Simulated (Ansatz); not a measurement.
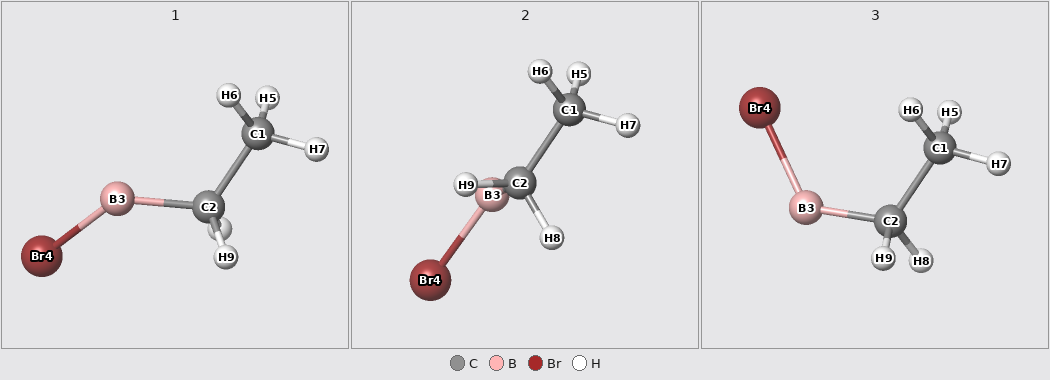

C2H5BBr, SMILES CC[B]Br, spin multiplicity 2. First axis: dihedral C1–C2–B3–Br4. Second axis: dihedral H5–C1–C2–B3. Nothing is relaxed (all other coordinates rigid). Grid: 12 × 13 points. Energies: kJ/mol, counted from the lowest grid point. Computed with UKS PBE0-D4/def2-SVP (Ansatz).

The numbered pictures are structures from this grid.

Q: Which is the most stable, and how do the others follow?

A: 3, at dihedral C1–C2–B3–Br4 = 0°, dihedral H5–C1–C2–B3 = −60°: 0.0 kJ/mol; 1, at dihedral C1–C2–B3–Br4 = 150°, dihedral H5–C1–C2–B3 = −90°: 9.4 kJ/mol; 2, at dihedral C1–C2–B3–Br4 = −180°, dihedral H5–C1–C2–B3 = 0°: 12.5 kJ/mol.

The map, with the structures marked:

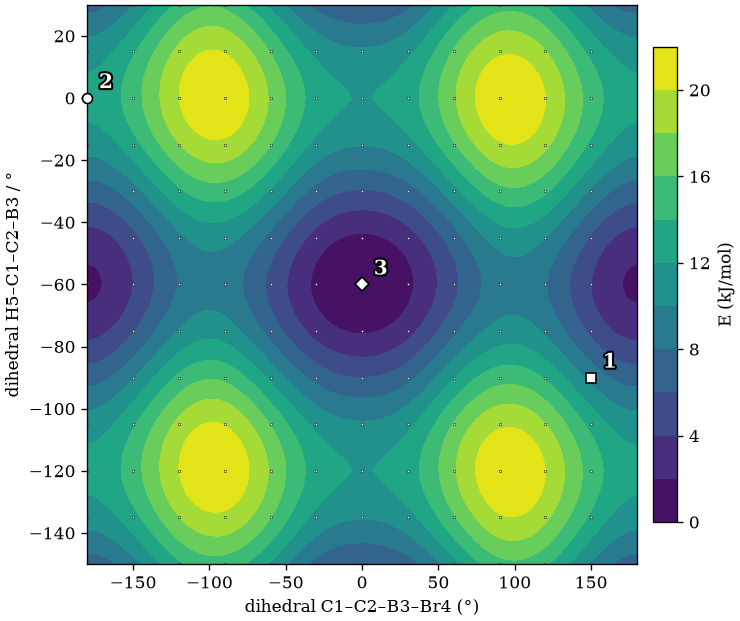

Drawn: filled contours, dots at the grid points. Between grid points the surface is interpolated.
